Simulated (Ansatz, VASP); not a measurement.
# GaN: VASP beside Ansatz, part 2 of 2

Aim: how closely do two programs agree when they are given the same cell, functional and k mesh?  The cell comes out of the VASP series on this material, whose earlier steps may have relaxed, scaled or displaced it; both programs get it as it stands.

VASP 6.6.1 and Ansatz 0.2.0.

So far. Step 4 (Differences): The walks stopped with -0.03 GPa left in Ansatz and -0.02 GPa in VASP; each walk ends within a tolerance, so the volume difference is uncertain by about these residues over the bulk modulus, most in soft cells.

The database entry behind the starting cell differs from later determinations by our own check (thin film, about 0.3 % long), so it need not match the best structure at ambient conditions.

## 6. VASP: band structure, HSE06

Level of this step: HSE06; plane waves and PAW (Ga_d, N) (VASP).

The same cell, functional, mesh and smearing now go to VASP, with its own data sets and cutoff.

Input file INCAR:

```
SYSTEM = GaN
PREC = Accurate
ENCUT = 460
EDIFF = 1E-06
NELM = 100
ISMEAR = 0
SIGMA = 0.03
LREAL = .FALSE.
ALGO = Normal
LHFCALC = .TRUE.
AEXX = 0.25
GGA = PE
HFSCREEN = 0.2
LASPH = .TRUE.
NBANDS = 24
PRECFOCK = Fast
LORBIT = 11
LWAVE = .FALSE.
LCHARG = .FALSE.
KPAR = 8
```

Input file POSCAR:

```
GaN
1.0
    3.1972000000      0.0000000000      0.0000000000
   -1.5986000000      2.7688564210      0.0000000000
    0.0000000000      0.0000000000      5.2070000000
Ga N
2 2
Direct
    0.3333333333      0.6666666667      0.0916875968
    0.6666666667      0.3333333333      0.5916875968
    0.3333333333      0.6666666667      0.4683124032
    0.6666666667      0.3333333333      0.9683124032
```

Input file KPOINTS:

```
Automatic mesh
0
Gamma
5 5 3
0 0 0
```

Input file KPOINTS_OPT:

```
Line mode
10
Line-mode
Reciprocal
  0.00000000   0.00000000   0.00000000 GAMMA
  0.50000000   0.00000000   0.00000000 M

  0.50000000   0.00000000   0.00000000 M
  0.33333333   0.33333333   0.00000000 K

  0.33333333   0.33333333   0.00000000 K
  0.00000000   0.00000000   0.00000000 GAMMA

  0.00000000   0.00000000   0.00000000 GAMMA
  0.00000000   0.00000000   0.50000000 A

  0.00000000   0.00000000   0.50000000 A
  0.50000000   0.00000000   0.50000000 L

  0.50000000   0.00000000   0.50000000 L
  0.33333333   0.33333333   0.50000000 H

  0.33333333   0.33333333   0.50000000 H
  0.00000000   0.00000000   0.50000000 A

  0.50000000   0.00000000   0.50000000 L
  0.50000000   0.00000000   0.00000000 M

  0.33333333   0.33333333   0.00000000 K
  0.33333333   0.33333333   0.50000000 H
```

The projector-augmented-wave data sets are Ga_d and N (PBE family, release 64).

Run with:

```console
$ mpirun -np 8 vasp_std
```

Numbers of over 12 decimals in the logs are rounded to 6 here.

Log:

```text
[banner, memory and clock lines left out]
running    8 mpi-ranks, on    1 nodes
[...]
[... a notice as in an earlier step ...]

 LDA part: xc-table for (Slater+PW92), standard interpolation
 found WAVECAR, reading the header
 POSCAR, INCAR and KPOINTS ok, starting setup
[...]
reading WAVECAR
 the WAVECAR file was read successfully
 initial charge from wavefunction
 entering main loop
       N       E                     dE             d eps       ncg     rms          rms(c)
DAV:   1    -0.296042975850E+02   -0.29604E+02   -0.23750E+00   664   0.361E+01    0.124E+00
DAV:   2    -0.295809974027E+02    0.23300E-01   -0.22866E-01   744   0.816E+00    0.808E-01
DAV:   3    -0.295688403126E+02    0.12157E-01   -0.40398E-02   744   0.305E+00    0.481E-01
DAV:   4    -0.295683119950E+02    0.52832E-03   -0.71145E-03   832   0.104E+00    0.267E-01
[...]
DAV:   9    -0.295677444108E+02    0.51094E-05   -0.35684E-06   576   0.180E-02    0.137E-02
[...]
1 F= -.29567742E+02 E0= -.29567742E+02  d E =-.123890E-20
 Start KPOINTS_OPT (optional k-point list driver)
k-point batch [1-10\90]
       N       E                     dE             ncg
DAV:   1     0.853233694854E+03   -0.61446E+04      512
DAV:   2    -0.205326339097E+04   -0.29065E+04      504
DAV:   3    -0.243605229802E+04   -0.38279E+03      544
DAV:   4    -0.245441501944E+04   -0.18363E+02      656
DAV:   5    -0.245485632382E+04   -0.44130E+00      632
DAV:   6    -0.245487404501E+04   -0.17721E-01      784
DAV:   7    -0.245487453142E+04   -0.48641E-03      592
DAV:   8    -0.245487453999E+04   -0.85658E-05      528
DAV:   9    -0.245487454027E+04   -0.28637E-06      416
[...]
k-point batch [81-90\90]
       N       E                     dE             ncg
DAV:   1     0.609139579758E+03   -0.14221E+05      512
DAV:   2    -0.223621434077E+04   -0.28454E+04      512
DAV:   3    -0.256683746057E+04   -0.33062E+03      608
DAV:   4    -0.258007414666E+04   -0.13237E+02      608
DAV:   5    -0.258031534277E+04   -0.24120E+00      576
DAV:   6    -0.258032374944E+04   -0.84067E-02      712
DAV:   7    -0.258032391246E+04   -0.16303E-03      576
DAV:   8    -0.258032391444E+04   -0.19773E-05      392
DAV:   9    -0.258032391458E+04   -0.13738E-06      424
```

From OUTCAR (step 6):

```text
 POSITION                                       TOTAL-FORCE (eV/Angst)
 -----------------------------------------------------------------------------------
     -0.00000      1.84590      0.47742         0.000000     -0.000000     -0.022706
      1.59860      0.92295      3.08092        -0.000000     -0.000000     -0.022706
     -0.00000      1.84590      2.43850        -0.000000     -0.000000      0.022706
      1.59860      0.92295      5.04200         0.000000      0.000000      0.022706
 -----------------------------------------------------------------------------------
    total drift:                                0.000001      0.000001     -0.000110

  FREE ENERGIE OF THE ION-ELECTRON SYSTEM (eV)
  ---------------------------------------------------
  free  energy   TOTEN  =       -29.5677422591 eV

  energy  without entropy=      -29.5677422591  energy(sigma->0) =      -29.56774226

[... 3 further parts left out ...]
[key lines of the parts left out:]
E-fermi :   4.5856
```

## 7. Comparison

What differs besides the data sets and the points named for the pairs above, as far as they apply: exact exchange at q = 0 is treated differently, which shows on coarse meshes; VASP keeps PBE cores, Ansatz makes them for the functional; the cutoff is 420 eV in Ansatz and 460 eV in VASP; VASP takes a coarser grid for exact exchange (PRECFOCK = Fast). Total energies have different zeros and are not compared.

The two programs side by side:

| quantity | Ansatz | VASP | difference |
| --- | --- | --- | --- |
| gap over the path points (eV) | 3.123 | 3.139 | -0.016 |

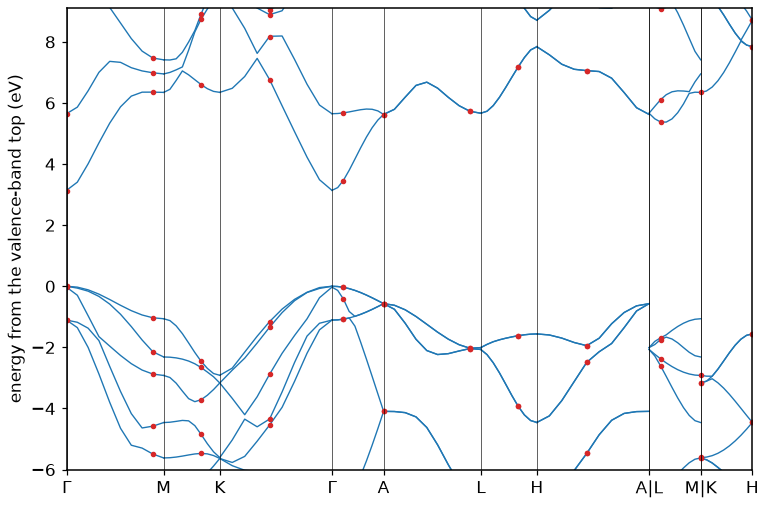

Bands from VASP (lines) and levels from Ansatz (dots). Dots without a line are higher empty bands that the VASP plot leaves out.

Levels at points of the path, from each program's valence-band top (eV; 4 filled, then empty):

| k (reciprocal lattice) | Ansatz | VASP |
| --- | --- | --- |
| 0.000 0.000 0.000 | -1.11 -0.03 0.00 0.00 3.12 5.64 10.92 | -1.11 -0.03 0.00 0.00 3.14 5.65 10.93 |
| 0.444 0.000 0.000 | -4.58 -2.87 -2.14 -1.03 6.35 6.98 7.46 | -4.58 -2.88 -2.15 -1.03 6.35 6.99 7.47 |
| 0.389 0.222 0.000 | -4.84 -3.71 -2.66 -2.45 6.60 8.73 8.90 | -4.85 -3.71 -2.66 -2.46 6.60 8.74 8.91 |
| 0.185 0.185 0.000 | -4.35 -2.88 -1.34 -1.16 6.75 8.17 8.89 | -4.34 -2.88 -1.34 -1.16 6.76 8.18 8.89 |
| 0.000 0.000 0.111 | -1.07 -0.42 -0.04 -0.04 3.45 5.67 10.81 | -1.08 -0.42 -0.04 -0.04 3.47 5.67 10.83 |
| 0.000 0.000 0.500 | -0.57 -0.57 -0.57 -0.57 5.61 5.61 10.04 | -0.57 -0.57 -0.57 -0.57 5.62 5.62 10.04 |
| 0.444 0.000 0.500 | -2.04 -2.04 -2.03 -2.03 5.72 5.72 9.32 | -2.04 -2.04 -2.03 -2.03 5.73 5.73 9.32 |
| 0.389 0.222 0.500 | -3.92 -3.92 -1.62 -1.62 7.17 7.17 9.40 | -3.93 -3.93 -1.62 -1.62 7.18 7.18 9.40 |
| 0.185 0.185 0.500 | -2.49 -2.49 -1.94 -1.94 7.05 7.05 9.38 | -2.49 -2.49 -1.95 -1.95 7.06 7.06 9.39 |
| 0.500 0.000 0.389 | -2.60 -2.37 -1.74 -1.69 5.37 6.10 9.08 | -2.60 -2.37 -1.75 -1.69 5.38 6.10 9.08 |

Among the levels compared (up to four filled and three empty ones at each point), filled levels agree within 5 meV and empty ones within 17 meV.

## 8. What came out

| Item | Value |
| --- | --- |
| difference in volume (relaxation of cell and atoms, LDA) | -0.61 % |
| difference in gap over the path points (band structure, HSE06) | -0.016 eV |

In words: The difference in volume is -0.61 % (relaxation of cell and atoms, LDA), within the 1.2 % picked in this series as the mark of a large difference, as far as the stopping tolerances let one tell. Differences of this kind measure data sets and numerical settings, not the functional's error against experiment.

[Lines on the potential files, build, host, timing and source positions are cut from VASP's logs without a mark.]

[Logs are printed without paths, hosts, clocks, repeated set-up lines and the standing remarks that a program may print on its own settings, such as how far it seeks lower states.]

[Hosts, paths, dates, database ids (printed as entryN), source tags and the programs' standing remarks are cut or masked in the printed files.]
